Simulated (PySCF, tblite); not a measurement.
# C6H5F3: dynamics, then NMR shifts on frames, part 2 of 2

tblite 0.8.0 and PySCF 2.14.0. Atoms count from 0.

## (5) Shielding tensors: 625 fs, PBE0/pcSseg-1

The job: settings as JSON, then the geometry in Å.

```
{"job": {"kind": "nmr", "xc": "PBE0", "basis": "pcSseg-1", "pop": false}, "charge": 0, "multiplicity": 1}
C     -1.268200    -1.686400     0.224400
C     -1.330800    -0.447200    -0.184300
C     -0.090000     0.328600    -0.354200
C     -0.077200     1.393700    -1.143500
C      1.225500    -0.195200     0.096200
F      2.222500    -0.181900    -0.800800
C      1.534700    -0.518600     1.362800
F      2.809100    -0.856700     1.774600
F      0.694600    -0.501700     2.380700
H     -0.341400    -2.156800     0.429900
H     -2.158900    -2.246900     0.386100
H     -2.182500     0.193600    -0.393200
H      0.833400     2.000700    -1.261300
H     -0.948200     1.705900    -1.674000
```

Level: GIAO PBE0/pcSseg-1 NMR shielding, non-relativistic, gas phase.

Log:

```text
coarse grid: 12880 points
cycle   1  E = -530.2651566042  dE =  1.431e+00  |g| = 8.017e-01  |ddm| = 3.521e+00
cycle   2  E = -530.1014626871  dE =  1.637e-01  |g| = 1.277e+00  |ddm| = 1.421e+00
cycle   3  E = -530.3836205471  dE = -2.822e-01  |g| = 1.173e-01  |ddm| = 9.374e-01
cycle   4  E = -530.3858280805  dE = -2.208e-03  |g| = 6.489e-02  |ddm| = 1.635e-01
cycle   5  E = -530.3867269726  dE = -8.989e-04  |g| = 1.891e-02  |ddm| = 6.831e-02
cycle   6  E = -530.3868029580  dE = -7.599e-05  |g| = 4.690e-03  |ddm| = 1.883e-02
cycle   7  E = -530.3868084585  dE = -5.500e-06  |g| = 1.472e-03  |ddm| = 5.826e-03
final grid: 128920 points
cycle   8  E = -530.4607402535  dE = -5.137e-05  |g| = 8.776e-03  |ddm| = 3.854e-02
cycle   9  E = -530.4607253725  dE =  1.488e-05  |g| = 1.292e-02  |ddm| = 1.907e-02
cycle  10  E = -530.4607567723  dE = -3.140e-05  |g| = 1.495e-03  |ddm| = 1.121e-02
cycle  11  E = -530.4607572289  dE = -4.566e-07  |g| = 3.818e-04  |ddm| = 1.279e-03
cycle  12  E = -530.4607572574  dE = -2.849e-08  |g| = 1.755e-04  |ddm| = 4.206e-04
cycle  13  E = -530.4607572641  dE = -6.736e-09  |g| = 3.600e-05  |ddm| = 1.824e-04
cycle  14  E = -530.4607572644  dE = -2.805e-10  |g| = 1.055e-05  |ddm| = 3.930e-05
converged SCF energy = -530.4607572644

GIAO shielding tensors (ppm)
atom      isotropic    diamagn.    paramagn.     s11        s22        s33       span
  0 C       66.295     254.768    -188.473    -42.726     68.748    172.864    215.590
  1 C       45.764     253.900    -208.135    -62.333     55.727    143.900    206.233
  2 C       37.257     261.491    -224.234    -74.162     47.612    138.320    212.482
  3 C       56.676     252.915    -196.239    -48.210     59.644    158.594    206.804
  4 C       49.376     249.500    -200.124      5.072     52.799     90.256     85.184
  5 F      341.554     472.261    -130.706    300.596    347.711    376.356     75.760
  6 C       12.390     251.455    -239.065    -49.293     35.016     51.446    100.739
  7 F      251.689     470.493    -218.804    214.981    233.247    306.838     91.857
  8 F      278.939     475.173    -196.235    258.575    280.338    297.903     39.328
  9 H       26.002      32.484      -6.482     22.665     25.370     29.969      7.304
 10 H       26.520      28.682      -2.163     24.201     25.767     29.590      5.389
 11 H       24.830      31.645      -6.815     23.498     23.673     27.318      3.820
 12 H       25.447      29.898      -4.452     22.315     23.815     30.210      7.894
 13 H       25.933      31.523      -5.590     23.065     25.334     29.399      6.334
```

It took 21 s on 1 thread of Intel Xeon Platinum 8375C at 2.90GHz, shared host; peak memory 0.82 GiB.

In short: δ C6 174.5, C2 149.7, C1 141.2, C4 137.5, H11 6.89, H12 6.27 ppm.

## (6) NMR shieldings: 800 fs, PBE0/pcSseg-1

The job: settings as JSON, then the geometry in Å.

```
{"job": {"kind": "nmr", "xc": "PBE0", "basis": "pcSseg-1", "pop": false}, "charge": 0, "multiplicity": 1}
C     -1.146100    -1.737100     0.611000
C     -1.184500    -0.462900     0.197700
C     -0.003800     0.246600    -0.294800
C     -0.111400     1.271200    -1.132100
C      1.355400    -0.100600     0.175900
F      2.307200     0.072800    -0.766200
C      1.702400    -0.463100     1.452200
F      2.971000    -0.638900     1.863700
F      0.840200    -0.703200     2.426400
H     -0.210400    -2.288100     0.699700
H     -2.079200    -2.260000     0.713800
H     -2.141300     0.038600     0.254000
H      0.748200     1.746100    -1.548500
H     -1.106400     1.693700    -1.324700
```

Level: GIAO PBE0/pcSseg-1 NMR shielding, non-relativistic, gas phase.

Log:

```text
coarse grid: 12880 points
cycle   1  E = -530.2672935797  dE =  1.378e+00  |g| = 8.049e-01  |ddm| = 3.536e+00
cycle   2  E = -530.0822047644  dE =  1.851e-01  |g| = 1.305e+00  |ddm| = 1.459e+00
cycle   3  E = -530.3869764638  dE = -3.048e-01  |g| = 1.260e-01  |ddm| = 9.924e-01
cycle   4  E = -530.3893764623  dE = -2.400e-03  |g| = 7.952e-02  |ddm| = 1.880e-01
cycle   5  E = -530.3908435166  dE = -1.467e-03  |g| = 2.057e-02  |ddm| = 8.081e-02
cycle   6  E = -530.3909349539  dE = -9.144e-05  |g| = 5.821e-03  |ddm| = 2.226e-02
cycle   7  E = -530.3909430330  dE = -8.079e-06  |g| = 1.989e-03  |ddm| = 6.928e-03
final grid: 128920 points
cycle   8  E = -530.4631295357  dE = -4.320e-05  |g| = 8.116e-03  |ddm| = 3.360e-02
cycle   9  E = -530.4631117543  dE =  1.778e-05  |g| = 1.254e-02  |ddm| = 1.855e-02
cycle  10  E = -530.4631447172  dE = -3.296e-05  |g| = 1.615e-03  |ddm| = 1.110e-02
cycle  11  E = -530.4631452883  dE = -5.710e-07  |g| = 3.588e-04  |ddm| = 1.348e-03
cycle  12  E = -530.4631453132  dE = -2.490e-08  |g| = 1.697e-04  |ddm| = 4.158e-04
cycle  13  E = -530.4631453188  dE = -5.563e-09  |g| = 4.344e-05  |ddm| = 1.699e-04
cycle  14  E = -530.4631453192  dE = -4.407e-10  |g| = 1.330e-05  |ddm| = 5.063e-05
converged SCF energy = -530.4631453192

GIAO shielding tensors (ppm)
atom      isotropic    diamagn.    paramagn.     s11        s22        s33       span
  0 C       53.277     255.706    -202.429    -66.361     60.809    165.383    231.744
  1 C       42.531     253.964    -211.433    -79.538     61.074    146.057    225.595
  2 C       41.819     261.404    -219.585    -70.608     53.103    142.962    213.570
  3 C       61.118     251.915    -190.797    -41.958     62.698    162.615    204.573
  4 C       44.909     250.209    -205.301      6.548     40.642     87.537     80.988
  5 F      352.178     472.721    -120.543    305.459    360.018    391.057     85.597
  6 C       16.149     250.870    -234.721    -37.382     30.747     55.082     92.464
  7 F      264.146     469.554    -205.407    241.695    261.201    289.544     47.849
  8 F      269.784     475.782    -205.999    246.374    260.851    302.125     55.752
  9 H       25.556      31.766      -6.210     21.758     25.076     29.834      8.076
 10 H       25.812      29.000      -3.188     22.841     25.532     29.063      6.222
 11 H       24.777      31.579      -6.802     23.016     23.435     27.881      4.864
 12 H       25.763      30.907      -5.143     22.606     24.035     30.650      8.044
 13 H       25.662      30.247      -4.585     23.056     24.458     29.473      6.417
```

Wall time 21 s (1 thread of Intel Xeon Platinum 8375C at 2.90GHz, shared host); peak memory 0.82 GiB.

In short: δ C6 170.8, C2 145.1, C1 144.4, C4 142.0, H11 6.94, H9 6.16 ppm.

## (7) NMR shieldings: 1000 fs, PBE0/pcSseg-1

The job: settings as JSON, then the geometry in Å.

```
{"job": {"kind": "nmr", "xc": "PBE0", "basis": "pcSseg-1", "pop": false}, "charge": 0, "multiplicity": 1}
C     -1.105200    -1.704000     0.588900
C     -1.171700    -0.397500     0.329200
C      0.038400     0.359500    -0.085900
C     -0.027800     1.506800    -0.786300
C      1.348900    -0.169800     0.332100
F      2.319800    -0.037800    -0.576400
C      1.716900    -0.635500     1.557200
F      2.904100    -1.069700     1.939000
F      0.788100    -0.690400     2.517600
H     -0.252800    -2.348400     0.611400
H     -2.021100    -2.177300     0.958700
H     -2.106500     0.049000     0.381100
H      0.762900     2.085800    -1.085700
H     -1.007800     1.952300    -0.970000
```

Method: GIAO PBE0/pcSseg-1 NMR shielding, non-relativistic, gas phase.

Log:

```text
coarse grid: 12880 points
cycle   1  E = -530.2669178093  dE =  1.428e+00  |g| = 7.968e-01  |ddm| = 3.550e+00
cycle   2  E = -530.0925051372  dE =  1.744e-01  |g| = 1.275e+00  |ddm| = 1.455e+00
cycle   3  E = -530.3836312881  dE = -2.911e-01  |g| = 1.237e-01  |ddm| = 9.845e-01
cycle   4  E = -530.3860472596  dE = -2.416e-03  |g| = 7.624e-02  |ddm| = 1.836e-01
cycle   5  E = -530.3874074143  dE = -1.360e-03  |g| = 1.951e-02  |ddm| = 7.683e-02
cycle   6  E = -530.3874892153  dE = -8.180e-05  |g| = 5.238e-03  |ddm| = 2.069e-02
cycle   7  E = -530.3874958272  dE = -6.612e-06  |g| = 1.783e-03  |ddm| = 6.407e-03
final grid: 128920 points
cycle   8  E = -530.4597365772  dE = -4.646e-05  |g| = 8.208e-03  |ddm| = 3.111e-02
cycle   9  E = -530.4597227828  dE =  1.379e-05  |g| = 1.191e-02  |ddm| = 1.770e-02
cycle  10  E = -530.4597516297  dE = -2.885e-05  |g| = 1.717e-03  |ddm| = 1.060e-02
cycle  11  E = -530.4597522637  dE = -6.340e-07  |g| = 3.940e-04  |ddm| = 1.418e-03
cycle  12  E = -530.4597522951  dE = -3.146e-08  |g| = 1.593e-04  |ddm| = 4.275e-04
cycle  13  E = -530.4597523001  dE = -5.002e-09  |g| = 3.726e-05  |ddm| = 1.675e-04
cycle  14  E = -530.4597523004  dE = -3.056e-10  |g| = 1.172e-05  |ddm| = 4.258e-05
converged SCF energy = -530.4597523004

GIAO shielding tensors (ppm)
atom      isotropic    diamagn.    paramagn.     s11        s22        s33       span
  0 C       53.760     253.831    -200.071    -61.450     54.435    168.296    229.745
  1 C       45.863     252.277    -206.414    -75.190     62.167    150.612    225.803
  2 C       39.922     260.212    -220.290    -70.612     48.402    141.975    212.586
  3 C       60.984     250.568    -189.584    -41.059     56.218    167.792    208.850
  4 C       46.942     248.082    -201.140      2.172     49.531     89.122     86.951
  5 F      351.851     472.530    -120.678    300.209    359.832    395.513     95.304
  6 C       17.374     253.963    -236.588    -40.930     36.181     56.872     97.801
  7 F      274.736     469.412    -194.677    257.297    278.739    288.170     30.873
  8 F      269.790     476.756    -206.967    246.631    267.343    295.395     48.764
  9 H       25.732      31.966      -6.234     21.816     25.672     29.709      7.893
 10 H       25.881      28.168      -2.287     23.360     25.238     29.044      5.684
 11 H       25.402      32.810      -7.409     22.908     24.612     28.685      5.777
 12 H       26.462      31.843      -5.381     22.747     25.657     30.980      8.233
 13 H       25.891      30.225      -4.334     23.352     24.616     29.705      6.352
```

Wall time 21 s (1 thread of Intel Xeon Platinum 8375C at 2.90GHz, shared host); peak memory 0.91 GiB.

This run: δ C6 169.6, C2 147.0, C1 141.1, C4 140.0, H11 6.32, H9 5.98 ppm.

## (8) Side by side: NMR shifts

Shifts (ppm) of some atoms, chosen among heavy atoms and hydrogens apart, with basis size and wall time:

```csv
frame,C2,C0,H10,H12,F7,F8,F5,functions,time
250 fs,141.6,130.1,6.00,5.99,-98.1,-100.8,-183.2,178,25 s
425 fs,146.8,125.4,6.09,6.39,-109.3,-108.8,-173.6,178,21 s
625 fs,149.7,120.6,5.20,6.27,-80.7,-108.0,-170.6,178,21 s
800 fs,145.1,133.6,5.91,5.95,-93.2,-98.8,-181.2,178,21 s
1000 fs,147.0,133.2,5.84,5.26,-103.8,-98.8,-180.9,178,21 s
```

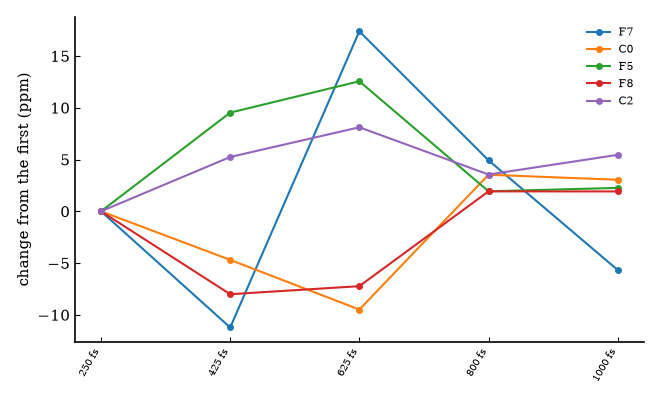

How five of the tabulated atoms move from run to run.

## (9) Results

The summary covers parts 1 to 2.

| quantity | value |
| --- | --- |
| thermostat | 200 K |
| mean temperature, second half | 172 K |
| mean potential energy above the minimum | 0.31 eV |
| 13C shifts against TMS (PBE0/pcSseg-1, 250 fs) | 167.9, 142.5, 141.6, 137.4, 130.1, 127.7 ppm |
| 1H shifts against TMS (PBE0/pcSseg-1, 250 fs) | 6.47, 6.00, 5.99, 5.80, 5.66 ppm |
| 19F shifts against CFCl3 (PBE0/pcSseg-1, 250 fs) | -98.1, -100.8, -183.2 ppm |
| range of the shift of F7 | -109.3 to -80.7 ppm |

**Reading.** In the second half the potential energy averages 0.31 eV above the minimum; equipartition over 36 harmonic modes at 200 K would give 0.31 eV. With 14 atoms the temperature swings widely (86 to 263 K). Shifts at one fixed geometry are not the observed spectrum, which averages over the motion. In ppm, F7 moves most: its shift spreads over 28.6 ppm, from -109.3 (425 fs) to -80.7 (625 fs).
